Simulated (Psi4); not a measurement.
# Two attempts at BSiH5 (SMILES B[SiH3])

Aim: the vertical excitations of BSiH5 at EOM-CCSD/def2-SVP (DKH2, density fitting).

The results are computed with Psi4 1.11.

1 further run of the same task is left out (set aside as unsound or not needed).

## 1. The system as given

BSiH5 has 7 atoms, charge 0, and is taken as a singlet. SMILES: `B[SiH3]`. The shape is that of a PBE0-D4/def2-TZVP optimisation.

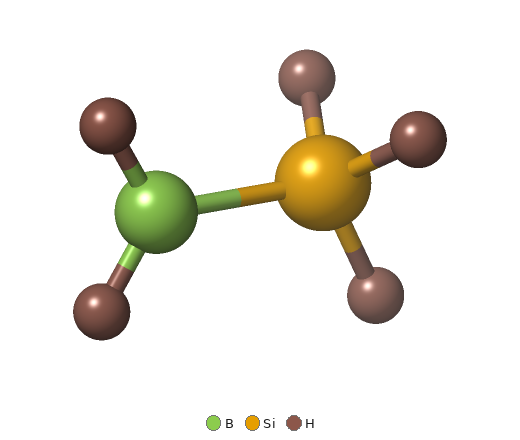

Viewed from a chosen angle; boron green, silicon amber, hydrogen brown.

## 2. Try one

input.dat

```
memory 1600 MB

molecule system {
  B     -0.043200    -1.189000     0.204300
  Si     0.089100     0.785300    -0.148500
  H     -1.126000    -1.690600     0.290100
  H      0.906400    -1.902500     0.335400
  H     -0.616000     1.093400    -1.427200
  H     -0.623600     1.516700     0.939600
  H      1.474500     1.318800    -0.239500
  symmetry c1
}

set globals {
  reference rhf
  scf_type df
  roots_per_irrep [3]
  maxiter 2
  relativistic dkh
  dkh_order 2
}
set scf maxiter 100

energy_value, wavefunction = properties('eom-ccsd/def2-SVP', properties=['oscillator_strength'], return_wfn=True)
print_variables()
```

Started as:

```console
$ psi4 -i input.dat -o output.dat -n 1
```

output.dat:

```text
Psi4 1.11 release

   => Loading Basis Set <=

    Name: DEF2-SVP
    Role: ORBITAL
    Keyword: BASIS

         ---------------------------------------------------------
                                   SCF
                              RHF Reference
                        1 Threads,   1525 MiB Core
         ---------------------------------------------------------

  ==> Geometry <==

    Molecular point group: c1
    Full point group: C1

    Geometry (in Angstrom), charge = 0, multiplicity = 1:

       Center              X                  Y                   Z               Mass
    ------------   -----------------  -----------------  -----------------  -----------------
         B           -0.089367981854    -1.398393962865     0.249904798300    11.009305360000
         SI           0.042932018146     0.575906037135    -0.102895201700    27.976926534650
         H           -1.172167981854    -1.899993962865     0.335704798300     1.007825032230
         H            0.860232018146    -2.111893962865     0.381004798300     1.007825032230
         H           -0.662167981854     0.884006037135    -1.381595201700     1.007825032230
         H           -0.669767981854     1.307306037135     0.985204798300     1.007825032230
         H            1.428332018146     1.109406037135    -0.193895201700     1.007825032230

[... 95 lines left out ...]
   @DF-RHF iter   1:  -316.87916201124779   -8.00759e-01   2.50995e-03 ADIIS/DIIS
[... 2 lines left out ...]
   @DF-RHF iter   4:  -316.91332425408325   -3.68033e-04   4.28863e-05 DIIS
[... 2 lines left out ...]
   @DF-RHF iter   7:  -316.91333747582513   -1.42630e-08   2.53009e-07 DIIS
[... 2 lines left out ...]
   @DF-RHF iter  10:  -316.91333747615607   -5.68434e-13   1.68271e-09 DIIS
[... 2 lines left out ...]
  Energy and wave function converged.
[... 31 lines left out ...]
    Nuclear Repulsion Energy =             47.5644489367109671
[... 2 lines left out ...]
    Total Energy =                       -316.9133374761561299
[... 16 lines left out ...]
 Dipole Z            :          0.1625695           -0.1220477            0.0405218
[... 99 lines left out ...]
	Nuclear Rep. energy          =     47.56444893671097
[... 2 lines left out ...]
	Two-electron energy          =    167.13921078320161
[... 21 lines left out ...]
    E_Convergence   =     1.0e-08
[... 17 lines left out ...]
MP2 correlation energy -0.2004148708662717
                Solving CC Amplitude Equations
                ------------------------------
  Iter             Energy              RMS        T1Diag      D1Diag    New D1Diag    D2Diag
  ----     ---------------------    ---------   ----------  ----------  ----------   --------
     0        -0.200414870866272    0.000e+00    0.000000    0.000000    0.000000    0.121205
     1        -0.232876345502200    6.052e-02    0.004379    0.013801    0.013801    0.142576
     2        -0.243849996505354    1.999e-02    0.006496    0.020564    0.020564    0.152019

     ** Wave function not converged to 1.0e-07 **

RuntimeError:
Fatal Error: Coupled Cluster wave function not converged.

Printing out the relevant lines from the Psithon --> Python processed input file:
    core.set_global_option("ROOTS_PER_IRREP", [3])
    core.set_global_option("MAXITER", 2)
    core.set_global_option("RELATIVISTIC", "dkh")
    core.set_global_option("DKH_ORDER", 2)
    core.set_local_option("SCF", "MAXITER", 100)
--> energy_value, wavefunction = properties('eom-ccsd/def2-SVP', properties=['oscillator_strength'], return_wfn=True)
    print_variables()

!----------------------------------------------------------------------------------!
!                                                                                  !
! Fatal Error: Coupled Cluster wave function not converged.                        !
!                                                                                  !
!----------------------------------------------------------------------------------!

    Psi4 run time: 0:00:03.78
```

It took 5.1 s on 1 thread of Intel Xeon Platinum 8488C (Sapphire Rapids), shared host; peak memory 0.28 GiB.

## 3. Diagnosis

The iterations ended before the threshold was met.

The telling line is `Fatal Error: Coupled Cluster wave function not converged.`. The fault: the iteration cap is too low for convergence. To mend it: iteration cap at its default in place of 2.

## 4. The mended input

job.dat

```
memory 1600 mb

molecule molecule1 {
  0 1
  B     -0.043200    -1.189000     0.204300
  Si     0.089100     0.785300    -0.148500
  H     -1.126000    -1.690600     0.290100
  H      0.906400    -1.902500     0.335400
  H     -0.616000     1.093400    -1.427200
  H     -0.623600     1.516700     0.939600
  H      1.474500     1.318800    -0.239500
  units angstrom
  symmetry c1
}

set globals {
  reference rhf
  scf_type df
  roots_per_irrep [3]
  relativistic dkh
  dkh_order 2
}

E = properties("eom-ccsd/def2-SVP", properties=['oscillator_strength'])
print_variables()
```

Started as:

```console
$ psi4 -n 1 job.dat job.out
```

job.out:

```text
[...]
  Running in c1 symmetry.
[...]
  Nuclear repulsion =   47.564448936710967
[...]
  Multiplicity = 1
[...]
  Nalpha       = 12
  Nbeta        = 12
[...]
    Number of basis functions: 57
[...]
   @DF-RHF iter   1:  -316.87916201124779   -8.00759e-01   2.50995e-03 ADIIS/DIIS
[...]
   @DF-RHF iter  12:  -316.91333747615613    1.13687e-13   7.58512e-11 DIIS
[...]
    Orbital Energies [Eh]
    ---------------------
    Doubly Occupied:
       1A    -68.922867     2A     -7.626145     3A     -6.146066
       4A     -4.230702     5A     -4.230466     6A     -4.230120
       7A     -0.748178     8A     -0.652605     9A     -0.515963
      10A     -0.478640    11A     -0.466238    12A     -0.421302
[...]
  @DF-RHF Final Energy:  -316.91333747615613
   => Energetics <=
    Nuclear Repulsion Energy =             47.5644489367109671
    One-Electron Energy =                -531.6169908484292819
    Two-Electron Energy =                 167.1392044355621920
    Total Energy =                       -316.9133374761561299
[...]
 Multipole Moments:
 ------------------------------------------------------------------------------------
     Multipole            Electronic (a.u.)      Nuclear  (a.u.)        Total (a.u.)
 ------------------------------------------------------------------------------------
 L = 1.  Multiply by 2.5417464519 to convert [e a0] to [Debye]
 Dipole X            :          0.1387301           -0.1158999            0.0228302
 Dipole Y            :         -0.9050796            0.6794414           -0.2256383
 Dipole Z            :          0.1625695           -0.1220477            0.0405218
 Magnitude           :                                                    0.2303820
[...]
      * MP2 total energy                      = -317.113746000294157
[...]
      * CCSD total energy                     = -317.157537129596619
[...]
                     Excitation Energy              Total Energy
[...]
	                   Ground State -> Excited State Transitions
[...]
	                   Ground State -> Excited State Transitions
	                   Excitation Energy          OS       RS        RS     Einstein A
[...]
	                   Excited State -> Excited State Transitions
	                        Excitation Energy          OS       RS        RS     Einstein A
[...]
```

Wall time 21 s (1 thread of Intel Xeon Platinum 8488C (Sapphire Rapids), shared host); peak memory 0.53 GiB.

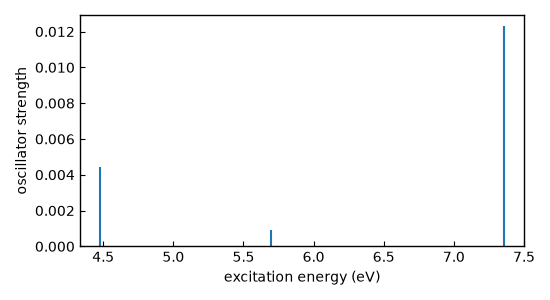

Vertical excitations as sticks.

The roots found:

```tsv
excited state	energy (eV)	strength
1	4.477	0.0044
2	5.697	0.0009
3	7.358	0.0123
```

## 5. What came out

Level: EOM-CCSD/def2-SVP (DKH2, density fitting).

```
                             quantity          value
    ground-state or mean-field energy  -317.15754 Eh
  HOMO energy (Hartree–Fock orbitals)      -11.46 eV
  LUMO energy (Hartree–Fock orbitals)        1.24 eV
HOMO–LUMO gap (Hartree–Fock orbitals)       12.71 eV
                        T1 diagnostic          0.008
             lowest excitation energy        4.48 eV
```

In words: The brightest of the 3 transitions from the ground state lies at 7.36 eV (169 nm, f = 0.012); the lowest, at 4.48 eV, has f = 0.004.
